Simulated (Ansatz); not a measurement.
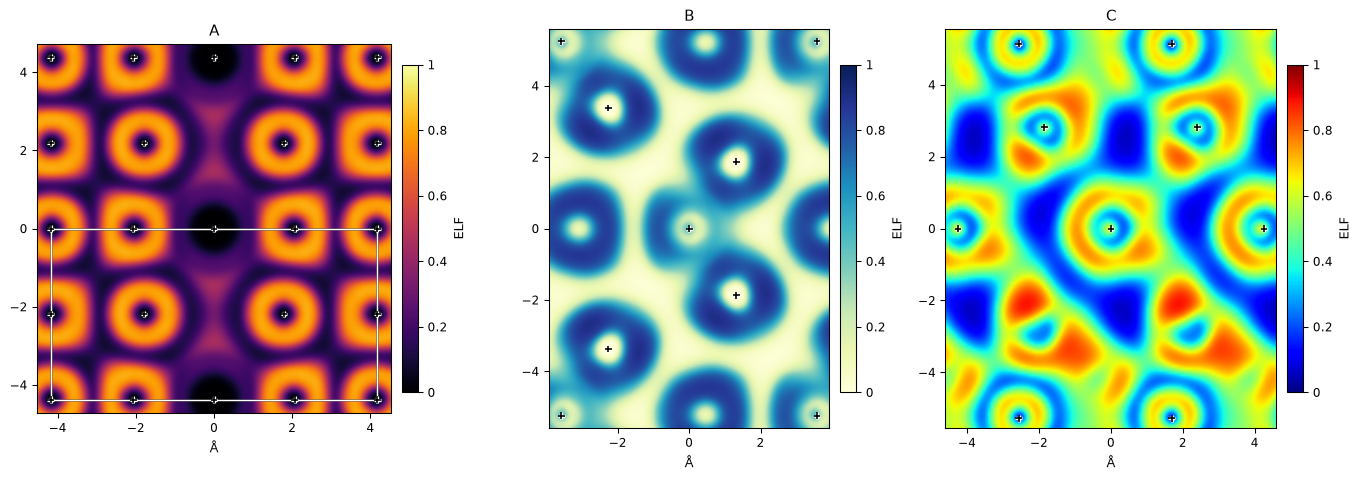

The ELF of 3 systems, each on a plane through atoms (crosses mark nuclei in the plane).

The calculation used DFT PBE, scalar-relativistic, plane waves, PAW in Ansatz.

System 1: TiAsS$_{3}$, the (001) plane of the conventional cell. Space group C2/m; a generated structure, not necessarily the stable one; changed on purpose from its base cell (volume × 1.03, shape and atoms relaxed); computed without spin polarisation.

System 2: Zr$_{3}$ZnN$_{3}$, the (110) plane of the conventional cell. Space group P4/mmm; a generated structure, not necessarily the stable one; changed on purpose from its base cell (volume × 0.88, shape and atoms relaxed); computed pressure about 30 GPa in this cell; computed without spin polarisation.

```
CELL_PARAMETERS angstrom
3.09826 0.00000 0.00000
0.00000 3.09826 0.00000
0.00000 0.00000 8.35981
ATOMIC_POSITIONS crystal
Zr 0.00000 0.00000 0.50000
Zr 0.50000 0.50000 0.78577
Zr 0.50000 0.50000 0.21423
Zn 0.00000 0.00000 0.00000
N 0.00000 0.00000 0.75332
N 0.00000 0.00000 0.24668
N 0.50000 0.50000 0.50000
```

System 3: Si$_{6}$Ru, the (11̄0) plane of the conventional cell. Space group Pmm2; a generated structure, not necessarily the stable one; changed on purpose from its base cell (the structure that the rattled cell fell into); computed without spin polarisation.

Which map belongs to which system?

Panel A is system 2, Zr$_{3}$ZnN$_{3}$: the plane holds Zr, Zn and N. Zn–N (2.06 Å): the ELF peaks at about 0.80 in the valence shell of N, 0.6 Å from its nucleus, and is about 0.25 at the midpoint (no localised pair shows between them). Panel B is system 1, TiAsS$_{3}$: the plane holds As and S. As–S (2.29 Å): the ELF peaks at about 0.80 between the atoms, as expected for localised, covalent bonding. Panel C is system 3, Si$_{6}$Ru: the plane holds Si and Ru. Si–Ru (2.43 Å): the ELF peaks at about 0.75 in the valence shell of Si, 0.9 Å from its nucleus, and is about 0.40 at the midpoint.
